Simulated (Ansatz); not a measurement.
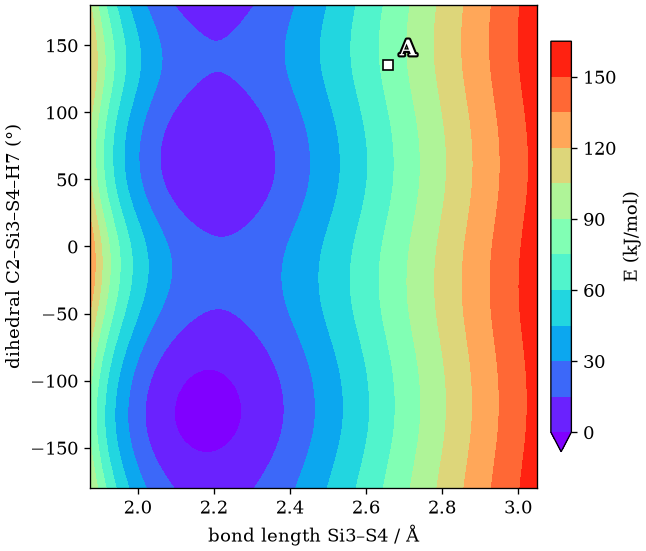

CH₃NSSi, SMILES N=C=[SiH]S. 
- The first coordinate is: bond length Si3–S4; the second: dihedral C2–Si3–S4–H7.
- Nothing is relaxed (all other coordinates rigid).
- The scan uses a 7 × 8 grid.
- Energies are in kJ/mol, from the lowest grid point.
- These are results of Ansatz, RKS PBE-D4/def2-TZVP, not measurements.

In the figure: filled contours, the point A. Between grid points the surface is interpolated.

Is A at rest? If not, where is it pushed?

A, at bond length Si3–S4 = 2.658 Å, dihedral C2–Si3–S4–H7 = 135°, is not a stationary point. The computed force is 210 kJ/mol for each Å towards smaller values of bond length Si3–S4 and 0.08 kJ/mol for each degree towards smaller values of dihedral C2–Si3–S4–H7.
